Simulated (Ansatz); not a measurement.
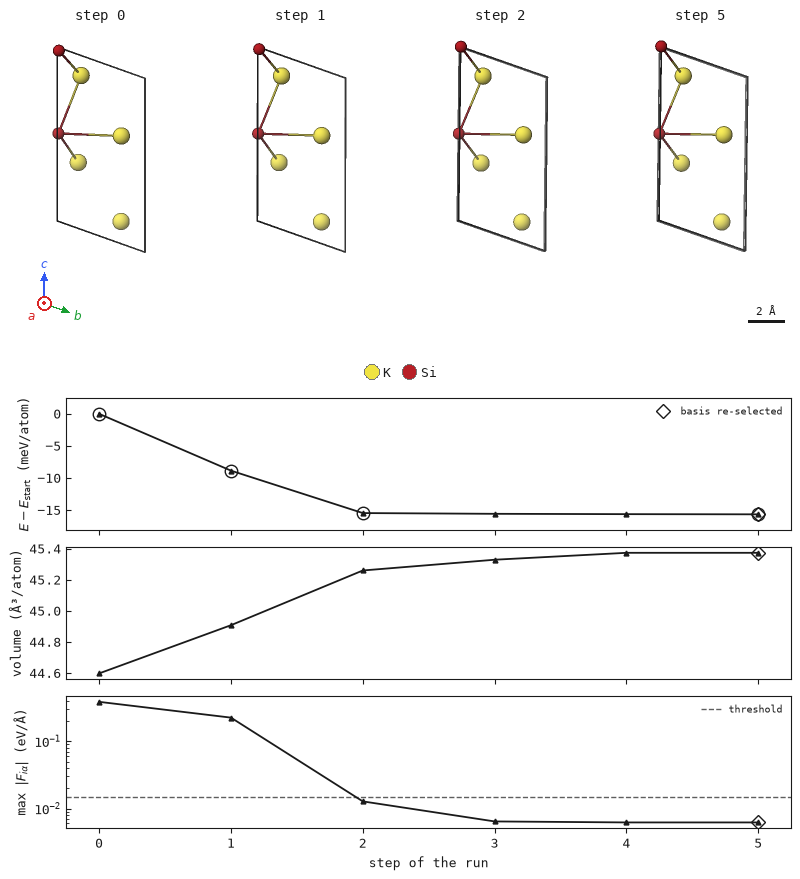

Frames of a relaxation of crystalline K2Si (built on the cadmium chloride_166 type) (coarse preliminary run), marked on the history of the run. The picture is a ball-and-stick view of the cell of the calculation, seen along the a axis.

Theory: DFT PBE, scalar-relativistic, plane waves, PAW in Ansatz 0.2.0.

Input
```yaml
crystal:
  lattice:
    - [-2.7940086868, -4.8355391521, -0.1051066682]
    - [2.904794438, 1.6534902026, 4.9939874643]
    - [-8.4397039522, 4.8688394984, -0.127437081]
  atoms:
    - { symbol: K, position: [0.1433446251, 0.2391626735, 0.379397359] }
    - { symbol: K, position: [0.6388863839, 0.271712856, 0.8850430902] }
    - { symbol: K, position: [0.3514378549, 0.7272105106, 0.12792849] }
    - { symbol: K, position: [0.8561937787, 0.7303011265, 0.6200504586] }
    - { symbol: Si, position: [0.5249342026, 0.0137636121, 0.5054097193] }
    - { symbol: Si, position: [-0.0147968453, 0.0178492213, -0.017829117] }
basis:
  ecutwfc: 420
kpoints:
  mp_grid: { grid: [6, 6, 4] }
hamiltonian:
  xc: pbe
scf:
  occupations: { method: gaussian, width: 0.1 }
output:
  forces: true
  stress: true
  eigenvalues: true
relax:
  adjacent_minimum: "off"
  f_tol: 0.015
  max_steps: 120
  cell: { stress_tol: 0.15 }
```

Command:
```bash
ansatz run input.yaml --threads 1 --pin off --max-ram 2560MiB --backend cpu --events-out ev --progress --plain --runs-dir out
```

Describe the path.

Si6 moves most relative to the cell: 0.26 Å along [1 −2 2]. By element the largest moves are Si 0.26 Å, K 0.18 Å. Cell: a 5.586 → 5.685 Å (+1.8 %), b 6.009 → 5.929 Å (−1.3 %), c 9.744 → 9.738 Å (−0.1 %), α 107.0° → 106.3°, β 89.9° → 89.2°, γ 119.7° → 119.1°. Volume +1.7 %. Near-neighbour distances that change, for instance: K2–Si6 3.277 → 3.530 Å, K3–Si6 3.775 → 3.524 Å, K1–Si5 3.814 → 3.613 Å, K4–Si6 3.341 → 3.511 Å. Among the angles between lasting bonds that change: Si6–K3–Si6 98.6° → 108.0°, Si6–K2–Si6 118.9° → 112.2°, Si5–K1–Si6 105.2° → 111.9°. The space group stays P1 (No. 1). Over 4 accepted moves (5 points after the start) the energy falls by 15.6 meV per atom. Largest force component: 0.39 eV/Å at the start, 0.0062 eV/Å at the end. Pressure: 0.27 GPa at the start and 0.00 GPa at the end. At 1 point the geometry stayed and the basis and grid were re-selected for the new cell (energy shift of less than 0.05 meV per atom at most each time). The run took 2.6 min on 1 thread of Intel(R) Xeon(R) 6975P-C (Granite Rapids) (shared host), peak memory 0.79 GiB. From step 0 to 1: Si6 moves most (0.08 Å), volume +0.7 %, energy −8.8 meV per atom. From step 1 to 2: Si6 moves most (0.15 Å), volume +0.8 %, energy −6.6 meV per atom. From step 2 to 5: Si6 moves most (0.04 Å), volume +0.3 %, energy −0.2 meV per atom.
